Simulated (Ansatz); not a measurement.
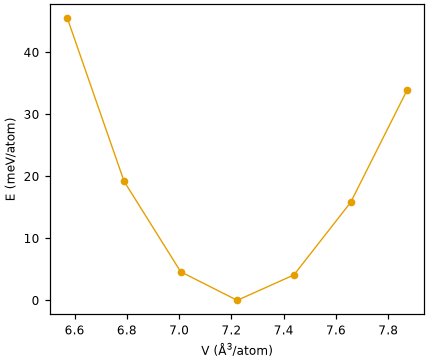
*B (α-B12, R-3m) under volume change, r²SCAN (plane waves, PAW; program Ansatz), shape and atoms relaxed at each volume.*

### Question
What does a third-order Birch–Murnaghan fit give for V₀, B₀ and B′?

### Answer
V₀ = 7.22 Å³/atom, B₀ = 213 GPa, B′ = 3.9.

The cell was relaxed with r²SCAN under the symmetry of its start; phonons on a q-mesh show no instability.

Potentials: the earlier of the program's two PAW sets.
